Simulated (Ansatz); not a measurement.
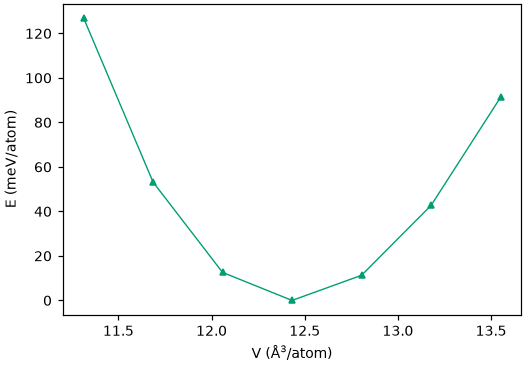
Figure. W$_{2}$N in space group P4/mmm (No. 123; W on 1a, W on 1d, N on 1c) under volume change, plane-wave PAW PBE (Ansatz code), shape and atoms relaxed at each volume.

What does a third-order Birch–Murnaghan fit give for V₀, B₀ and B′?

V₀ = 12.43 Å³/atom, B₀ = 340 GPa, B′ = 4.5.

The cell is a constructed one: a structure type filled with these elements; neither database checked (COD, Materials Project) lists it. Whether it is the stable phase at ambient conditions was not checked. Symmetry was held in the PBE relaxation; whether a distortion lowers the energy is not shown. The run is not spin-polarised. Scalar-relativistic: spin–orbit coupling is off unless named, which matters more the heavier the elements.

Potentials: the earlier of the program's two PAW sets.
